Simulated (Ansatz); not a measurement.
Three curves of one kind of scan: energy against volume (even scaling of the relaxed cell, symmetry kept). The numbers are results of r2SCAN (plane waves to 500 eV, PAW, scalar-relativistic; Ansatz, a program for electronic structure), not measurements. Each is measured from its own zero (the relaxed starting cell). 

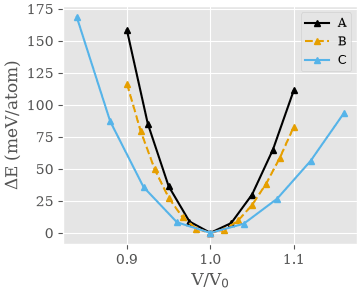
Fig. 1. Curves A, B and C.

**Question.** Match the curves to these crystals:
- Mo (bcc, W type), a = b = c = 3.151 Å, α = β = γ = 90.00°
- Nb (bcc, W type), a = 3.303 Å, b = 3.303 Å, c = 3.303 Å, α = 90.00°, β = 90.00°, γ = 90.00°
- CdS (zinc blende), a = 5.8778 Å, b = 5.8778 Å, c = 5.8778 Å, α = 90.00°, β = 90.00°, γ = 90.00°

**Answer.** A is Mo; B is Nb; C is CdS.

All were relaxed with their symmetry unable to fall. Mo is run without spin polarisation. Nb is run without spin polarisation.

(A scan under strain: stresses follow from slopes of the energy per volume, elastic moduli from its curvatures.)
